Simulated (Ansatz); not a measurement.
**AsH (singlet): one geometry, many settings**

Aim: run AsH (singlet) at one geometry under a spread of methods and options, and see what each costs and gives.

Program: Ansatz 0.2.0, Gaussian basis. Level of theory: the settings change from run to run. These are calculated values, not measurements.

25 further runs of the same task are left out: 14 that didn't finish, 11 set aside as unsound or not needed.

## 1. The geometry

The geometry is a PBE0/def2-TZVP stationary point (not a proven minimum) of the parent state, kept for this charge and spin. No spin-orbit coupling is included. The filled d shell of As may be among the frozen orbitals whatever the setting's name suggests; the logs give the count.

2 atoms, charge 0, spin multiplicity 1.

Atoms are counted from 1 here; the program's logs count them from 0.

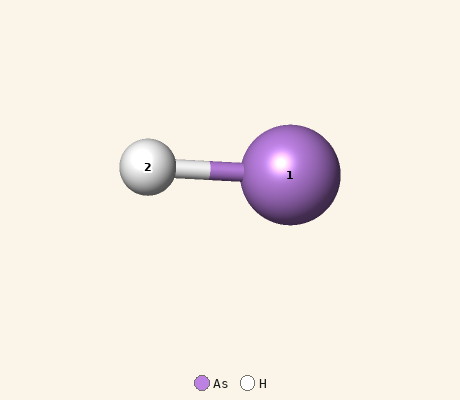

The structure; arsenic purple, hydrogen white; atoms are numbered from 1 in the order of the file.

Coordinates:

| atom | x (Å) | y (Å) | z (Å) |
| --- | --- | --- | --- |
| As1 | 0.0000 | 0.0000 | 0.0000 |
| H2 | 0.0000 | 0.0000 | 1.5314 |

## 2. MRCISD+Q(relaxed)(2,7)/6-31G

The input, in.yaml:

```yaml
crystal:
  periodic: [false, false, false]
  atoms:
    - {symbol: As, position_ang: [0.000000, 0.000000, 0.000000]}
    - {symbol: H, position_ang: [0.000000, 0.000000, 1.531400]}
basis:
  gaussian: {orbitals: 6-31G, fitting: {mean_field: def2-universal-jkfit}}
correlation: {method: fic_mrcisd_q_relaxed, electrons: outside_noble_gas, active_space: {window: {electrons: 2, orbitals: 7}}}
```

Run with:

```console
ansatz run in.yaml --threads 1 --pin off --events-out ev --progress --plain --max-ram 2393MiB
```

Standard output (excerpt; [...] marks lines left out):

```text
Functional definition: HF
  name "HF"
  cite "Fock, Z. Phys. 61, 126 (1930) doi:10.1007/BF01340294"
  parent pbe
[...]
284 factors; integrals over basis functions are off by at most 8.6e-2 eV
[...]
mean field -60799.60003537 eV, -2234.3440898509 hartree, gradient 5.6e-7 eV, S^2 0.000000; 2 other end points of the search recorded, 0 dependent functions left out; unrestricted orbitals would lower it
reference -60799.60003537 eV, -2234.3440898509 hartree; 17, 17 occupied and 14, 14 virtual orbitals, 284 factors
state -60800.24663421 eV, -2234.3678519198 hartree
contracted CI cycle   1: correlation 0.00000000 eV, 0.0000000000 hartree, residual 7.75e0 eV
contracted CI cycle   2: correlation -0.90445009 eV, -0.0332379278 hartree, residual 3.50e0 eV
contracted CI cycle   3: correlation -1.04245033 eV, -0.0383093429 hartree, residual 2.03e0 eV
contracted CI cycle   4: correlation -1.09337560 eV, -0.0401808122 hartree, residual 1.06e0 eV
contracted CI cycle   5: correlation -1.10857800 eV, -0.0407394900 hartree, residual 6.04e-1 eV
contracted CI cycle   6: correlation -1.11290834 eV, -0.0408986272 hartree, residual 2.87e-1 eV
contracted CI cycle   7: correlation -1.11392241 eV, -0.0409358934 hartree, residual 1.47e-1 eV
contracted CI cycle   8: correlation -1.11418684 eV, -0.0409456111 hartree, residual 7.53e-2 eV
contracted CI cycle   9: correlation -1.11425068 eV, -0.0409479573 hartree, residual 2.74e-2 eV
contracted CI cycle  10: correlation -1.11425819 eV, -0.0409482334 hartree, residual 1.00e-2 eV
contracted CI cycle  11: correlation -1.11425919 eV, -0.0409482700 hartree, residual 3.94e-3 eV
contracted CI cycle  12: correlation -1.11425939 eV, -0.0409482773 hartree, residual 1.91e-3 eV
contracted CI cycle  13: correlation -1.11425943 eV, -0.0409482789 hartree, residual 8.58e-4 eV
state -60800.24663421 eV, -2234.3678519198 hartree; corrected -60801.39445760 eV, -2234.4100336513 hartree
WARN: 3 active orbitals are nearly empty or full. The corrections depend on them more than the energy does, and are more stable in an active space without them
Total energy: -60801.39445760 eV, -2234.4100336513 hartree
```

Run time: 11 s. Hardware: 1 thread of Intel Xeon at 2.50GHz, shared host.

From the report: 17 determinants; active occupations 1.00, 1.00, 0.00, 0.00, 0.00, 0.00, 0.00. The report marks this result as in doubt.

## 3. BCCD on RHF/STO-3G

The input, in.yaml:

```yaml
crystal:
  periodic: [false, false, false]
  atoms:
    - {symbol: As, position_ang: [0.000000, 0.000000, 0.000000]}
    - {symbol: H, position_ang: [0.000000, 0.000000, 1.531400]}
basis:
  gaussian: {orbitals: STO-3G, point_charges: [{charge: 0.50, position_ang: [3.831, 0.269, -0.923]}]}
magnetization: {spin_polarized: false}
correlation: {method: bccd, electrons: outside_noble_gas}
accuracy: high
output: {forces: true}
```

Same command.

Standard output (excerpt; [...] marks lines left out):

```text
Functional definition: HF
  name "HF"
  cite "Fock, Z. Phys. 61, 126 (1930) doi:10.1007/BF01340294"
  parent pbe
[...]
209 factors; integrals over basis functions are off by at most 8.2e-9 eV
[...]
mean field -60130.21887459 eV, -2209.7447859149 hartree, gradient 2.8e-8 eV, S^2 0.000000; 5 other end points of the search recorded, 0 dependent functions left out; unrestricted orbitals would lower it
[...]
determinant -60130.21887459 eV, -2209.7447859149 hartree, with singles and doubles -60131.43590797 eV, -2209.7895110667 hartree
determinant -60130.04011145 eV, -2209.7382164908 hartree, with singles and doubles -60130.57688315 eV, -2209.7579424869 hartree
unrestricted determinant -60131.66622103 eV, -2209.7979749155 hartree, S^2 0.9991
14 core orbitals not correlated: weight in the atoms' cores, before any rotation towards them, 0.997 or more for the frozen orbitals, at most 0.001 for the correlated occupied ones
reference -60130.21887459 eV, -2209.7447859149 hartree; 3, 3 occupied and 2, 2 virtual orbitals, 209 factors
second order -0.59594957 eV of doubles, -0.00000000 eV of singles
cycle   1  -1.21940112 eV  change   -2.4e-3 eV  update   2.7e-3
[...]
cycle  19  -1.22229384 eV  change  -2.7e-10 eV  update  1.2e-10
WARN: these amplitudes may be one of several solutions (largest doubles amplitude 0.80, level shift 0.00 eV)
[...]
WARN: the method's energy lies above the unrestricted determinant's, so it is not that of the lowest state
Total energy: -60131.44116842 eV, -2209.7897043849 hartree
Atom 0 at     0.000000     0.000000     0.000000 Å, force     0.074041     0.005199     0.616646 eV/Å
Atom 1 at     0.000000     0.000000     1.531400 Å, force    -0.046275    -0.003249    -0.604838 eV/Å
Dipole moment:    -0.028556    -0.002005     0.127530 e Å
```

Wall time 2.1 s (1 thread of Intel Xeon at 2.50GHz, shared host).

From the report: correlation -1.2223 eV; largest double amplitude 0.80. The report flags that the cluster equations may have other roots.

## 4. BCCD(T)/def2-SVPD

The input, in.yaml:

```yaml
crystal:
  periodic: [false, false, false]
  atoms:
    - {symbol: As, position_ang: [0.000000, 0.000000, 0.000000]}
    - {symbol: H, position_ang: [0.000000, 0.000000, 1.531400]}
basis:
  gaussian: {orbitals: def2-SVPD}
magnetization: {spin_polarized: true, initial_magnetization: 0}
hamiltonian: {xc: {name: r2SCAN}}
correlation: {method: bccd_t, electrons: valence}
scf: {lower_state_search: full}
output: {forces: true}
```

The command is unchanged.

Standard output (excerpt; [...] marks lines left out):

```text
Functional definition: r2SCAN
  name "r2SCAN"
  cite "Furness, Kaplan, Ning, Perdew & Sun, J. Phys. Chem. Lett. 11, 8208 (2020) doi:10.1021/acs.jpclett.0c02405"
  cite "Furness, Kaplan, Ning, Perdew & Sun, J. Phys. Chem. Lett. 11, 9248 (2020) doi:10.1021/acs.jpclett.0c03077"
  parent r2scan
[...]
438 factors; integrals over basis functions are off by at most 1.1e-3 eV
[...]
mean field -60848.11529127 eV, -2236.1269926201 hartree, gradient 3.7e-6 eV, S^2 1.011212; 8 other end points of the search recorded, 0 dependent functions left out
9 core orbitals not correlated: weight in the atoms' cores, before any rotation towards them, 1.000 or more for the frozen orbitals, at most 0.000 for the correlated occupied ones
reference -60802.66386008 eV, -2234.4566833320 hartree; 8, 8 occupied and 29, 29 virtual orbitals, 438 factors
second order -5.67897976 eV of doubles, -0.24719701 eV of singles
cycle   1  -5.79045102 eV  change    1.3e-1 eV  update   6.2e-2
[...]
cycle  13  -6.17143435 eV  change   -3.5e-6 eV  update   2.0e-6
perturbative correction -0.26533572 eV, -0.0097509080 hartree
WARN: the results are in doubt because among natural orbitals full CI differs from the method by +1.067 eV
[...]
Total energy: -60809.10063015 eV, -2234.6932302693 hartree
Atom 0 at     0.000000     0.000000     0.000000 Å, force    -0.000000     0.000000     0.004247 eV/Å
Atom 1 at     0.000000     0.000000     1.531400 Å, force    -0.000000     0.000000    -0.004247 eV/Å
Dipole moment:     0.000000     0.000000     0.039388 e Å
In doubt: among natural orbitals full CI differs from the method by +1.067 eV
```

Run time: 32 s. Hardware: 1 thread of Intel Xeon at 2.50GHz, shared host.

From the report: ⟨S²⟩ of the determinant 1.011 (pure singlet: 0.00); correlation -6.4368 eV; largest double amplitude 0.30. The determinant is far from a pure spin state, so its energy mixes those of several spin states (harmless only where they are near-degenerate, as at dissociation). Mind the lines of doubt at the end of the log.

## 5. CCSDT(Q)/B on RHF/cc-pVDZ

The input, in.yaml:

```yaml
crystal:
  periodic: [false, false, false]
  atoms:
    - {symbol: As, position_ang: [0.000000, 0.000000, 0.000000]}
    - {symbol: H, position_ang: [0.000000, 0.000000, 1.531400]}
basis:
  gaussian: {orbitals: cc-pVDZ}
magnetization: {spin_polarized: false}
correlation: {method: ccsdt_q_b, electrons: all}
scf: {lower_state_search: light}
```

Same command.

Standard output (excerpt; [...] marks lines left out):

```text
Functional definition: HF
  name "HF"
  cite "Fock, Z. Phys. 61, 126 (1930) doi:10.1007/BF01340294"
  parent pbe
[...]
592 factors; integrals over basis functions are off by at most 9.6e-8 eV
[...]
mean field -60808.26288577 eV, -2234.6624437312 hartree, gradient 1.3e-6 eV, S^2 0.000000; 2 other end points of the search recorded, 0 dependent functions left out; unrestricted orbitals would lower it
[...]
unrestricted determinant -60809.70925243 eV, -2234.7155967255 hartree, S^2 1.0204
reference -60808.26288577 eV, -2234.6624437312 hartree; 17, 17 occupied and 15, 15 virtual orbitals, 592 factors
second order -3.01885755 eV of doubles, -0.00000000 eV of singles
cycle   1  -3.41690349 eV  change   -4.0e-1 eV  update   6.6e-2
[...]
cycle  16  -4.09234178 eV  change    1.4e-6 eV  update   8.7e-7
perturbative correction -0.01518790 eV, -0.0005581452 hartree
WARN: these amplitudes may be one of several solutions (largest doubles amplitude 0.97, level shift 0.00 eV)
Total energy: -60812.37041545 eV, -2234.8133926628 hartree
```

It took 49 s on 1 thread of Intel Xeon at 2.50GHz, shared host; peak memory 0.41 GiB.

From the report: correlation -4.1075 eV; T1 0.004; largest double amplitude 0.97. The report flags that the cluster equations may have other roots.

## 6. CISD/aug-cc-pVDZ

The input, in.yaml:

```yaml
crystal:
  periodic: [false, false, false]
  atoms:
    - {symbol: As, position_ang: [0.000000, 0.000000, 0.000000]}
    - {symbol: H, position_ang: [0.000000, 0.000000, 1.531400]}
basis:
  gaussian: {orbitals: aug-cc-pVDZ, point_charges: [{charge: -0.50, position_ang: [2.546, 0.371, 0.236]}]}
correlation: {active_space: {ras: {orbitals: [17, 0, 28], electrons: 34, max_holes: 2, max_particles: 2}, fixed_orbitals: true}}
```

Launched as before.

Standard output:

```text
Functional definition: HF
  name "HF"
  cite "Fock, Z. Phys. 61, 126 (1930) doi:10.1007/BF01340294"
  parent pbe
  exchange = exact_x
  correlation = 0
509 factors; integrals over basis functions are off by at most 1.1e-3 eV
mean field evaluation 1: about -60808.8322 eV, gradient 6.0e0 eV
mean field evaluation 2: about -60808.8322 eV, gradient 6.0e0 eV
mean field evaluation 4: about -60809.0489 eV, gradient 4.8e-1 eV
mean field evaluation 8: about -60809.0507 eV, gradient 8.2e-5 eV
mean field evaluation 16: about -60808.9549 eV, gradient 2.6e0 eV
mean field evaluation 32: about -60808.1505 eV, gradient 2.3e-1 eV
mean field -60809.05065204 eV, -2234.6913936076 hartree, gradient 2.2e-6 eV, S^2 0.000000; 5 other end points of the search recorded, 0 dependent functions left out
reference -60809.05065204 eV, -2234.6913936076 hartree; 17, 17 occupied and 28, 28 virtual orbitals, 509 factors
state -60812.74484163 eV, -2234.8271525708 hartree
Total energy: -60812.74484163 eV, -2234.8271525708 hartree
```

It took 1.9 min on 1 thread of Intel Xeon at 2.50GHz, shared host; peak memory 0.3 GiB.

From the report: 330,345 determinants.

## 7. The runs in one table

 † marks a result that the program doubts.

| level | correlated | functions | energy (eV) | time |
| --- | --- | --- | --- | --- |
| MRCISD+Q(relaxed)(2,7)/6-31G † | outside noble gas | 31 | -60801.3945 | 11 s |
| BCCD on RHF/STO-3G (beside a point charge) † | outside noble gas | 19 | -60131.4412 | 2.1 s |
| BCCD(T)/def2-SVPD (on r2SCAN orbitals) † | valence | 46 | -60809.1006 | 32 s |
| CCSDT(Q)/B on RHF/cc-pVDZ † | all | 32 | -60812.3704 | 49 s |
| CISD/aug-cc-pVDZ (beside a point charge) | all | 45 | -60812.7448 | 1.9 min |

## 8. Results

| quantity | value |
| --- | --- |
| runs | 5 |
| quickest | BCCD on RHF/STO-3G (beside a point charge) †, 2.1 s |
| slowest | CISD/aug-cc-pVDZ (beside a point charge), 1.9 min |

What this shows: Total energies in different bases, with other cores or another treatment of relativity can't be set against each other. CISD/aug-cc-pVDZ (beside a point charge) took 55 times as long as BCCD on RHF/STO-3G (beside a point charge) †; the jobs differ in more than the method.
